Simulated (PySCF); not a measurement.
# EuF2H15N5+: ligand-field states

Aim: compute the ligand-field states of EuF2H15N5+.

Computed with PySCF 2.14.0 and routines of our own; the level stands in each step. Atoms count from 0.

### Step 1. The starting structure

23 atoms, charge 1, states of the metal's open shell are computed; geometry from: model geometry, bond lengths from ionic radii.

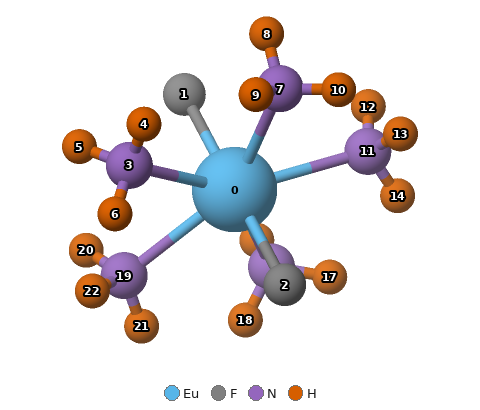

The starting geometry (europium blue, fluorine grey, nitrogen purple, hydrogen orange); sticks join atoms by distance alone.

### Step 2. Ligand-field states: state-averaged CASSCF

The job: settings as JSON, then the geometry in Å.

```
{"job": {"kind": "lf", "basis": {"metal": "x2c-TZVPall", "ligand": "x2c-SVPall"}, "nevpt": false, "roots": {"7": 7, "5": 140, "3": 113, "1": 123}}, "charge": 1, "metal": "Eu", "open_shell": "f6"}
Eu     0.000000     0.000000     0.000000
F      0.000000     0.000000     2.307000
F      0.000000     0.000000    -2.307000
N      2.477000     0.000000     0.000000
H      2.867337     0.942357     0.000000
H      2.867337    -0.471179     0.816105
H      2.867337    -0.471179    -0.816105
N      0.765435     2.355767     0.000000
H      0.886056     2.727000     0.942357
H      1.662218     2.474809    -0.471179
H      0.109894     2.979190    -0.471179
N     -2.003935     1.455944     0.000000
H     -2.319724     1.685378     0.942357
H     -1.840030     2.345621    -0.471179
H     -2.799419     1.025135    -0.471179
N     -2.003935    -1.455944     0.000000
H     -2.319724    -1.685378     0.942357
H     -2.799419    -1.025135    -0.471179
H     -1.840030    -2.345621    -0.471179
N      0.765435    -2.355767     0.000000
H      0.886056    -2.727000     0.942357
H      0.109894    -2.979190    -0.471179
H      1.662218    -2.474809    -0.471179
```

Level: state-averaged CASSCF of the metal f shell, state-interaction spin-orbit coupling.

Launch:

```console
OMP_NUM_THREADS=1 python lf_run.py task.json out
```

This one command runs all jobs of the session in turn.

The program printed:

```text
basis functions 277, electrons 130, active (6e, 7o)
stage 1: DIIS on the effective Fock matrix, level shift 0.30
cycle   1  E = -11319.3547848677  dE = -1.132e+04  max|g| = 6.271e-01
cycle   2  E = -11319.6029921971  dE = -2.482e-01  max|g| = 3.614e-01
cycle   3  E = -11319.5684409887  dE =  3.455e-02  max|g| = 4.103e-01
cycle   4  E = -11319.7006110674  dE = -1.322e-01  max|g| = 2.432e-01
cycle   5  E = -11319.7748849618  dE = -7.427e-02  max|g| = 1.272e-01
cycle   6  E = -11319.7969807472  dE = -2.210e-02  max|g| = 8.074e-02
cycle   7  E = -11319.7822217570  dE =  1.476e-02  max|g| = 1.600e-01
cycle   8  E = -11319.6800551548  dE =  1.022e-01  max|g| = 3.461e-01
cycle   9  E = -11319.2497224001  dE =  4.303e-01  max|g| = 1.020e+00
cycle  10  E = -11318.4352542637  dE =  8.145e-01  max|g| = 1.729e+00
cycle  11  E = -11316.0729996178  dE =  2.362e+00  max|g| = 2.611e+00
cycle  12  E = -11312.4429913102  dE =  3.630e+00  max|g| = 3.007e+00
cycle  13  E = -11309.4477396674  dE =  2.995e+00  max|g| = 4.092e+00
cycle  14  E = -11307.0563917379  dE =  2.391e+00  max|g| = 4.358e+00
cycle  15  E = -11304.2232117840  dE =  2.833e+00  max|g| = 3.888e+00
stage 2: quasi-Newton rotations from the point of smallest gradient
cycle  17  E = -11319.8063242388  dE = -9.343e-03  max|g| = 1.257e-02
cycle  18  E = -11319.8067894056  dE = -4.652e-04  max|g| = 1.222e-02
cycle  19  E = -11319.8068687735  dE = -7.937e-05  max|g| = 4.651e-03
cycle  20  E = -11319.8068768065  dE = -8.033e-06  max|g| = 6.473e-04
cycle  21  E = -11319.8068771763  dE = -3.698e-07  max|g| = 2.368e-04
cycle  22  E = -11319.8068772726  dE = -9.629e-08  max|g| = 3.309e-05
cycle  23  E = -11319.8068772756  dE = -3.018e-09  max|g| = 1.076e-05
cycle  24  E = -11319.8068772760  dE = -3.547e-10  max|g| = 2.915e-06
converged average energy = -11319.8068772760

 mult deg   label        CASSCF/cm-1   NEVPT2/cm-1
   7   1   7F                  0.0
   7   2   7F                365.5
   7   2   7F                850.0
   7   2   7F                978.6
   5   2   5D              24153.5
   5   1   5D              24293.3
   5   2   5D              24342.6
   5   3   5L              27348.2
   5   1   5L              27353.3
   5   2   5L              27476.1
   5   2   5L              27548.1
   5   2   5L              27654.5
   5   2   5L              27824.4
   5   2   5L              27939.4
   5   1   5L              27978.5
   5   2   5L              28041.6
   5   1   5G              28682.2
   5   2   5G              28747.7
   5   2   5G              28948.5
   5   2   5G              28974.4
   5   2   5G              29126.0
   5   1   5H              33036.1
   5   3   5H              33121.9
   5   1   5H              33127.2
   5   2   5H              33343.4
   5   2   5H              33572.3
   5   2   5H              33593.8
   5   2   5I              37706.9
   5   1   5I              37959.6
   5   1   5I              37963.8
   5   2   5F              38008.6
   5   1   5F              38021.8
   5   2   5I              38028.6
   5   1   5I              38047.0
   5   4   5I              38066.5
   5   2   5I              38081.6
   5   2   5F              38136.8
   5   2   5F              38392.8
   5   1   5K              42869.6
   5   2   5K              42907.5
   5   2   5K              43011.2
   5   2   5K              43059.0
   5   2   5K              43154.6
   5   2   5K              43296.3
   5   2   5K              43349.9
   5   1   5K              43384.2
   5   1   5K              43387.8
   3   2   3P              44226.1
   3   1   3P              44242.2
   3   2   3O              45042.9
   3   2   3O              45177.5
   3   2   3O              45289.3
   3   2   3O              45369.4
   3   2   3O              45437.0
   3   1   3O              45439.3
   3   2   3O              45447.1
   3   2   3O              45469.1
   3   4   3O              45498.1
   3   2   3O              45525.5
   3   2   3O              45530.0

spin-orbit levels / cm-1
      0.00  x1  7F 0.38 7F 0.26 7F 0.19
    265.81  x1  7F 0.44 7F 0.32 7F 0.16
    266.01  x1  7F 0.44 7F 0.32 7F 0.16
    673.06  x1  7F 0.59 7F 0.26 7F 0.10
    874.12  x1  7F 0.45 7F 0.38 7F 0.10
    874.17  x1  7F 0.45 7F 0.38 7F 0.10
   1126.86  x1  7F 0.71 7F 0.14 7F 0.09
   1272.48  x1  7F 0.40 7F 0.32 7F 0.24
   1272.58  x1  7F 0.40 7F 0.32 7F 0.24
   1822.25  x1  7F 0.40 7F 0.37 7F 0.16
   1822.30  x1  7F 0.40 7F 0.37 7F 0.16
   1983.35  x1  7F 0.34 7F 0.31 7F 0.25
   1983.58  x1  7F 0.34 7F 0.31 7F 0.25
   2052.65  x1  7F 0.36 7F 0.34 7F 0.15
   2052.72  x1  7F 0.36 7F 0.34 7F 0.15
   2056.79  x1  7F 0.42 7F 0.33 7F 0.22
   2896.72  x1  7F 0.54 7F 0.37 7F 0.07
   2897.04  x1  7F 0.54 7F 0.37 7F 0.07
   2900.04  x1  7F 0.40 7F 0.33 7F 0.24
   2900.39  x1  7F 0.40 7F 0.33 7F 0.24
   3040.44  x1  7F 0.40 7F 0.31 7F 0.18
   3040.62  x1  7F 0.40 7F 0.31 7F 0.18
   3091.65  x1  7F 0.46 7F 0.35 7F 0.17
   3091.68  x1  7F 0.47 7F 0.35 7F 0.17
   3096.81  x1  7F 0.60 7F 0.24 7F 0.13
   3961.49  x1  7F 0.37 7F 0.23 7F 0.19
   3961.90  x1  7F 0.37 7F 0.23 7F 0.19
   3967.92  x1  7F 0.38 7F 0.34 7F 0.22
   3968.31  x1  7F 0.38 7F 0.34 7F 0.22
   4056.57  x1  7F 0.37 7F 0.35 7F 0.18
```

Wall time 1.8 min (1 thread of Arm Neoverse V1, shared host); peak memory 1.1 GiB.

Warnings kept with the result: spin Hamiltonian not valid, low-lying orbital states.

Key values:

```csv
quantity,value
spin-orbit constant ζ,1369 cm⁻¹
```

Powder susceptibility:

```csv
T (K),χT (cm³ K/mol),μ(eff)
2,0.015,0.34
5,0.037,0.54
10,0.073,0.77
20,0.146,1.08
30,0.220,1.33
50,0.366,1.71
75,0.547,2.09
100,0.715,2.39
150,0.986,2.81
200,1.176,3.07
250,1.318,3.25
300,1.432,3.38
```

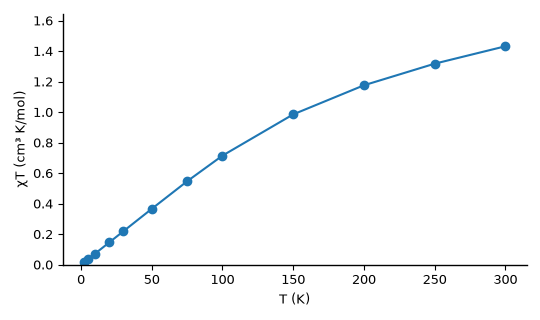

χT against temperature.

Orbitals, density, ELF and potential are computed afterwards from the orbital file.

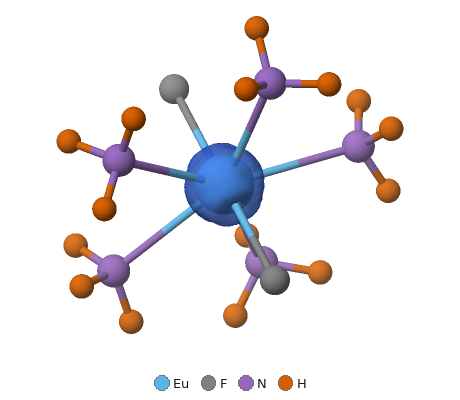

Spin density at ±0.7 e/Å³ (alpha excess blue, beta excess red).

In these pictures sticks join atoms by distance alone, so bonds to metals can be missing or extra.

### Step 3. Ligand-field states: state-averaged CASSCF (soc bare)

The job, as its differences from that of step 2:

```diff
@@ -1,2 +1,2 @@
-{"job": {"kind": "lf", "basis": {"metal": "x2c-TZVPall", "ligand": "x2c-SVPall"}, "nevpt": false, "roots": {"7": 7, "5": 140, "3": 113, "1": 123}}, "charge": 1, "metal": "Eu", "open_shell": "f6"}
+{"job": {"kind": "lf", "basis": {"metal": "x2c-TZVPall", "ligand": "x2c-SVPall"}, "nevpt": false, "roots": {"7": 7, "5": 140, "3": 113, "1": 123}, "soc": "bare"}, "charge": 1, "metal": "Eu", "open_shell": "f6"}
 Eu     0.000000     0.000000     0.000000
```

Method: state-averaged CASSCF of the metal f shell, state-interaction spin-orbit coupling.

The program printed:

```text
basis functions 277, electrons 130, active (6e, 7o)
stage 1: DIIS on the effective Fock matrix, level shift 0.30
cycle   1  E = -11319.3547848677  dE = -1.132e+04  max|g| = 6.271e-01
cycle   2  E = -11319.6029921971  dE = -2.482e-01  max|g| = 3.614e-01
cycle   3  E = -11319.5684409887  dE =  3.455e-02  max|g| = 4.103e-01
cycle   4  E = -11319.7006110674  dE = -1.322e-01  max|g| = 2.432e-01
cycle   5  E = -11319.7748849618  dE = -7.427e-02  max|g| = 1.272e-01
cycle   6  E = -11319.7969807472  dE = -2.210e-02  max|g| = 8.074e-02
cycle   7  E = -11319.7822217570  dE =  1.476e-02  max|g| = 1.600e-01
cycle   8  E = -11319.6800551548  dE =  1.022e-01  max|g| = 3.461e-01
cycle   9  E = -11319.2497224001  dE =  4.303e-01  max|g| = 1.020e+00
cycle  10  E = -11318.4352542637  dE =  8.145e-01  max|g| = 1.729e+00
cycle  11  E = -11316.0729996178  dE =  2.362e+00  max|g| = 2.611e+00
cycle  12  E = -11312.4429913102  dE =  3.630e+00  max|g| = 3.007e+00
cycle  13  E = -11309.4477396674  dE =  2.995e+00  max|g| = 4.092e+00
cycle  14  E = -11307.0563917379  dE =  2.391e+00  max|g| = 4.358e+00
cycle  15  E = -11304.2232117840  dE =  2.833e+00  max|g| = 3.888e+00
stage 2: quasi-Newton rotations from the point of smallest gradient
cycle  17  E = -11319.8063242388  dE = -9.343e-03  max|g| = 1.257e-02
cycle  18  E = -11319.8067894056  dE = -4.652e-04  max|g| = 1.222e-02
cycle  19  E = -11319.8068687735  dE = -7.937e-05  max|g| = 4.651e-03
cycle  20  E = -11319.8068768065  dE = -8.033e-06  max|g| = 6.473e-04
cycle  21  E = -11319.8068771763  dE = -3.698e-07  max|g| = 2.368e-04
cycle  22  E = -11319.8068772726  dE = -9.629e-08  max|g| = 3.309e-05
cycle  23  E = -11319.8068772756  dE = -3.018e-09  max|g| = 1.076e-05
cycle  24  E = -11319.8068772760  dE = -3.547e-10  max|g| = 2.915e-06
converged average energy = -11319.8068772760

 mult deg   label        CASSCF/cm-1   NEVPT2/cm-1
   7   1   7F                  0.0
   7   2   7F                365.5
   7   2   7F                850.0
   7   2   7F                978.6
   5   2   5D              24153.5
   5   1   5D              24293.3
   5   2   5D              24342.6
   5   3   5L              27348.2
   5   1   5L              27353.3
   5   2   5L              27476.1
   5   2   5L              27548.1
   5   2   5L              27654.5
   5   2   5L              27824.4
   5   2   5L              27939.4
   5   1   5L              27978.5
   5   2   5L              28041.6
   5   1   5G              28682.2
   5   2   5G              28747.7
   5   2   5G              28948.5
   5   2   5G              28974.4
   5   2   5G              29126.0
   5   1   5H              33036.1
   5   3   5H              33121.9
   5   1   5H              33127.2
   5   2   5H              33343.4
   5   2   5H              33572.3
   5   2   5H              33593.8
   5   2   5I              37706.9
   5   1   5I              37959.6
   5   1   5I              37963.8
   5   2   5F              38008.6
   5   1   5F              38021.8
   5   2   5I              38028.6
   5   1   5I              38047.0
   5   4   5I              38066.5
   5   2   5I              38081.6
   5   2   5F              38136.8
   5   2   5F              38392.8
   5   1   5K              42869.6
   5   2   5K              42907.5
   5   2   5K              43011.2
   5   2   5K              43059.0
   5   2   5K              43154.6
   5   2   5K              43296.3
   5   2   5K              43349.9
   5   1   5K              43384.2
   5   1   5K              43387.8
   3   2   3P              44226.1
   3   1   3P              44242.2
   3   2   3O              45042.9
   3   2   3O              45177.5
   3   2   3O              45289.3
   3   2   3O              45369.4
   3   2   3O              45437.0
   3   1   3O              45439.3
   3   2   3O              45447.1
   3   2   3O              45469.1
   3   4   3O              45498.1
   3   2   3O              45525.5
   3   2   3O              45530.0

spin-orbit levels / cm-1
      0.00  x1  7F 0.25 7F 0.19 7F 0.18
   1353.76  x1  7F 0.35 7F 0.22 7F 0.20
   1353.95  x1  7F 0.35 7F 0.22 7F 0.20
   1701.24  x1  7F 0.53 7F 0.23 5D 0.12
   3322.69  x1  7F 0.40 7F 0.28 7F 0.15
   3322.78  x1  7F 0.40 7F 0.28 7F 0.15
   3477.18  x1  7F 0.56 7F 0.17 7F 0.16
   3666.25  x1  7F 0.39 7F 0.28 7F 0.20
   3666.34  x1  7F 0.39 7F 0.28 7F 0.20
   5542.34  x1  7F 0.35 7F 0.26 7F 0.23
   5542.44  x1  7F 0.35 7F 0.26 7F 0.23
   5616.60  x1  7F 0.32 7F 0.30 7F 0.20
   5616.86  x1  7F 0.32 7F 0.30 7F 0.20
   5694.55  x1  7F 0.33 7F 0.31 7F 0.15
   5694.58  x1  7F 0.33 7F 0.31 7F 0.15
   5727.67  x1  7F 0.36 7F 0.31 7F 0.26
   7612.14  x1  7F 0.39 7F 0.38 7F 0.16
   7612.49  x1  7F 0.39 7F 0.38 7F 0.16
   7647.72  x1  7F 0.57 7F 0.33 7F 0.04
   7648.07  x1  7F 0.57 7F 0.33 7F 0.04
   7784.56  x1  7F 0.37 7F 0.30 7F 0.18
   7784.78  x1  7F 0.37 7F 0.30 7F 0.18
   7841.33  x1  7F 0.58 7F 0.24 7F 0.12
   7858.14  x1  7F 0.38 7F 0.35 7F 0.21
   7858.15  x1  7F 0.38 7F 0.35 7F 0.21
   9639.96  x1  7F 0.33 7F 0.27 7F 0.26
   9640.22  x1  7F 0.33 7F 0.27 7F 0.26
   9652.29  x1  7F 0.35 7F 0.23 7F 0.18
   9652.70  x1  7F 0.35 7F 0.23 7F 0.18
   9739.40  x1  7F 0.36 7F 0.35 7F 0.15
```

Wall time 95 s (1 thread of Arm Neoverse V1, shared host); peak memory 1.1 GiB.

Warnings kept with the result: spin Hamiltonian not valid, low-lying orbital states.

Key values:

```csv
quantity,value
spin-orbit constant ζ,2730 cm⁻¹
```

Powder susceptibility:

```csv
T (K),χT (cm³ K/mol),μ(eff)
2,0.003,0.14
20,0.026,0.45
100,0.129,1.01
300,0.386,1.76
```

### Step 4. Ligand field across the series

From the CASSCF states (cm⁻¹; the spread is that of the fitted one-electron ligand-field levels):

```csv
step,setting,ground state,next state,orbital spread,ζ,"μ(eff), 300 K"
2,as given,7F,7F at 366,1163,1369,3.38
3,soc bare,7F,7F at 366,1163,2730,1.76
```

### Step 5. What came out

```
                                                                 quantity       value
                    spin-orbit constant ζ (step 2, state-averaged CASSCF)   1369 cm⁻¹
ground multiplicity, μ(eff) at 300 K (step 2, 7 donors at 2.31 to 2.48 Å)  7, 3.38 μB
ground multiplicity, μ(eff) at 300 K (step 3, 7 donors at 2.31 to 2.48 Å)  7, 1.76 μB
```

In step 2, χT goes from 0.01 at 2 K to 1.43 cm³ K/mol at 300 K, as higher levels fill or mix in. The bare spin-orbit operator lacks the screening by other electrons, so its ζ comes out too large.
